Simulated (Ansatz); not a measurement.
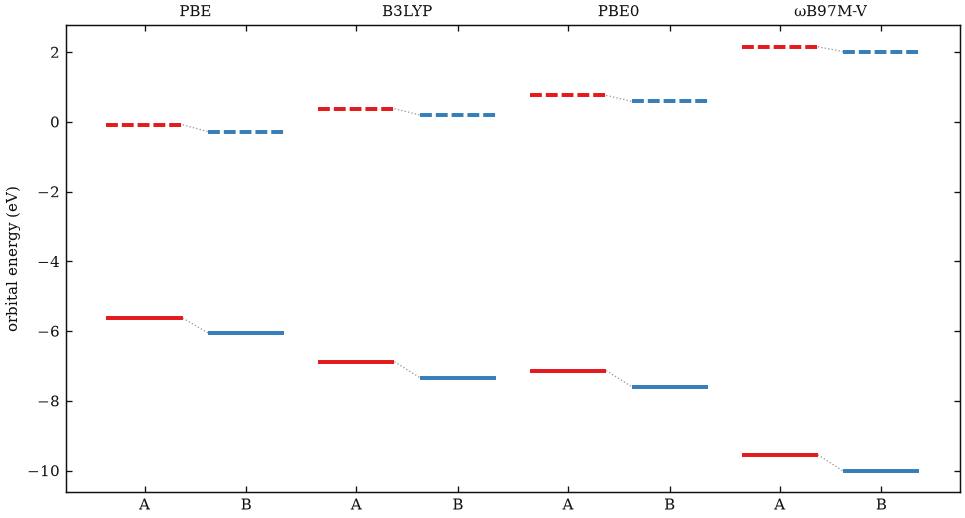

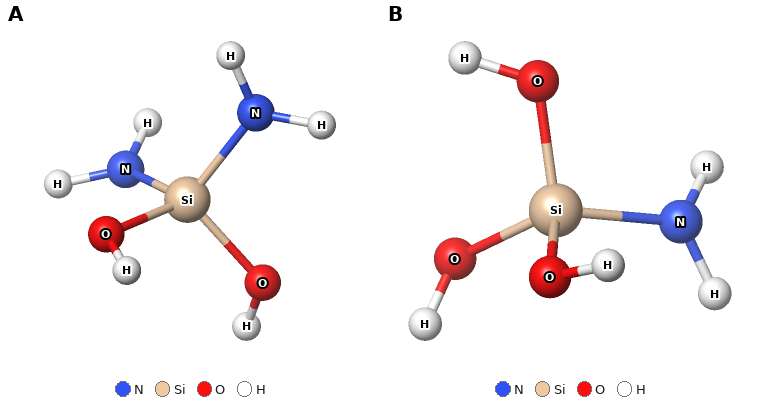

One change: A, SiN₂H₆O₂ (SMILES N[Si](N)(O)O), becomes B, SiNH₅O₃ (SMILES N[Si](O)(O)O). NH₂ on Si is replaced by OH. HOMO (solid) and LUMO (dashed) computed in def2-TZVPP at PBE0-D4/def2-TZVP geometries, both minima by their frequencies, gas phase, the Ansatz code. Empty levels above zero depend strongly on the basis.

**What does the change do to HOMO and LUMO?**

PBE: the HOMO falls by 0.43 eV, the LUMO falls by 0.19 eV, and the separation goes from 5.54 to 5.78 eV. B3LYP: the HOMO falls by 0.45 eV, the LUMO falls by 0.18 eV, and the separation goes from 7.26 to 7.53 eV. PBE0: the HOMO falls by 0.46 eV, the LUMO falls by 0.17 eV, and the separation goes from 7.89 to 8.18 eV. ωB97M-V: the HOMO falls by 0.47 eV, the LUMO falls by 0.14 eV, and the separation goes from 11.70 to 12.03 eV.

**Do the functionals agree on the effect?**

They agree on the direction for both levels; the HOMO shift lies between −0.47 and −0.43 eV and the LUMO shift between −0.19 and −0.14 eV, while the separations themselves differ by up to 6.3 eV between functionals.
